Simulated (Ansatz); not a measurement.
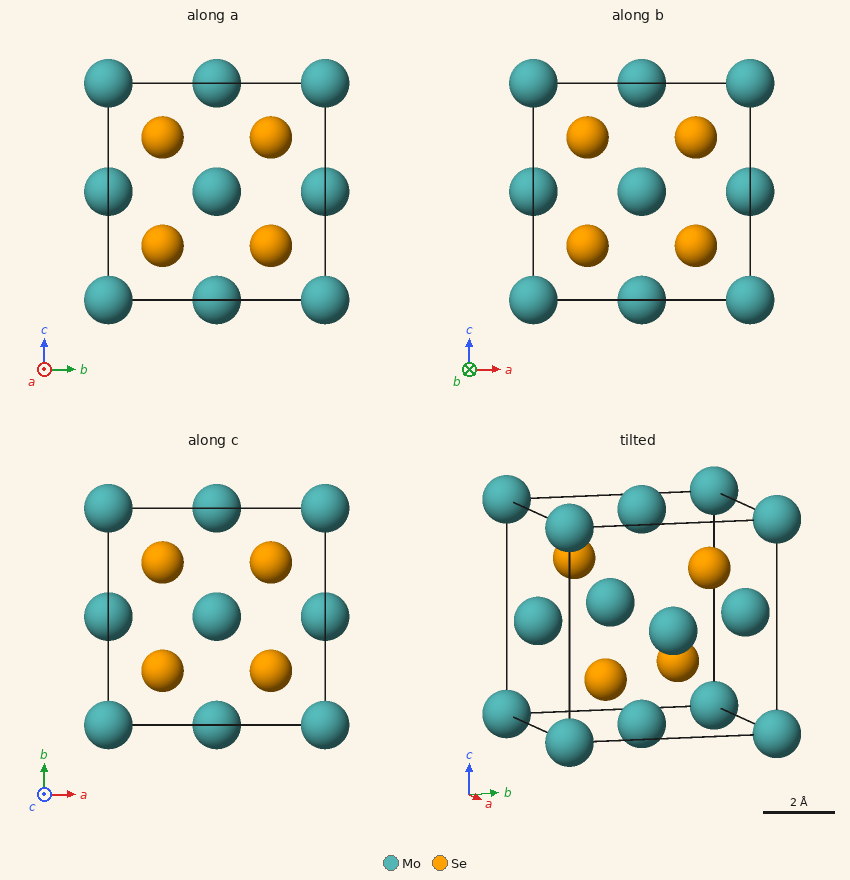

Spheres-only representation of a periodic structure, projected along the a axis, along the b axis, along the c axis and slightly off an axis. The box is the conventional unit cell; atoms on or close to its faces, edges and corners are drawn wherever they repeat.

Lattice parameters: a = 6.1625 Å, b = 6.1625 Å, c = 6.1625 Å, α = 90.000°, β = 90.000°, γ = 90.000°.

Express the structure as a CIF in P1 with every atom of the cell.

Answer.
```cif
data_structure
_symmetry_space_group_name_H-M 'P 1'
_symmetry_Int_Tables_number 1
_cell_length_a 6.1625
_cell_length_b 6.1625
_cell_length_c 6.1625
_cell_angle_alpha 90.000
_cell_angle_beta 90.000
_cell_angle_gamma 90.000
_cell_volume 234.03
loop_
_atom_site_label
_atom_site_type_symbol
_atom_site_fract_x
_atom_site_fract_y
_atom_site_fract_z
_atom_site_occupancy
Mo1 Mo 0.0000 0.0000 0.0000 1
Se1 Se 0.2500 0.2500 0.7500 1
Mo2 Mo 0.0000 0.5000 0.5000 1
Se2 Se 0.2500 0.7500 0.2500 1
Mo3 Mo 0.5000 0.0000 0.5000 1
Se3 Se 0.7500 0.2500 0.2500 1
Mo4 Mo 0.5000 0.5000 0.0000 1
Se4 Se 0.7500 0.7500 0.7500 1
```

Provenance: a structure type filled with these elements by a generator (whether the compound takes this form wasn't checked). Earlier steps of the study may have refined or changed the cell and positions. It went into a calculation with Ansatz.
